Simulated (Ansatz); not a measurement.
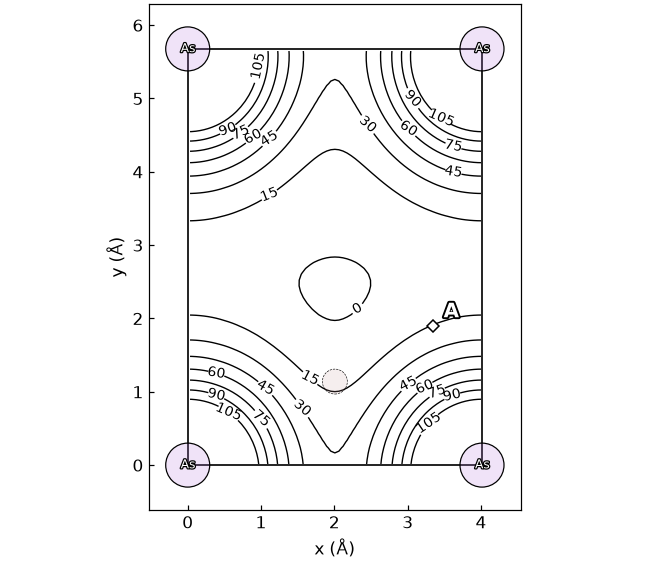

CO on a GaAs(110) slab cut from the F-43m phase, its upper half relaxed before the scan (6 atoms of substrate and one adsorbate in a 1 × 1 cell). CO (O end down) is moved over the surface cell at a fixed height above a rigid substrate; the origin of the map has the adsorbate above As6; the height is held at 2.90 Å. Places are given modulo a cell vector. The map is drawn in real space over the plane of the surface. The scan uses a 6 × 6 grid; 24 points were computed and 12 follow by symmetry. Energies: meV, counted from the lowest grid point. With one adsorbate in each 1 × 1 cell, its nearest image is 4.0 Å away, so neighbouring adsorbates interact. At a fixed height the lowest place need not be the adsorption site. Computed with Ansatz 0.2.0, DFT PBE+D3(BJ), scalar-relativistic, plane waves, PAW. Settings: cutoff 420 eV, k-mesh 7×5×1, gaussian smearing 0.05 eV, no spin polarisation.

Drawn: contour lines labelled in meV (none above 105), labelled circles for the atoms of the top layer and small ones for the second layer, the outline of one cell of the plane, the point A. Between grid points the surface is interpolated.

Question: Which way does the force act at A, and how strong is it?

Answer: A, at (5/6, 2/6) of the cell vectors, is not a stationary point. The computed force is 0.036 eV/Å in the plane, pointing up in the picture (components −0.014 and 0.033 eV/Å).

PAW datasets: the set soft_1.
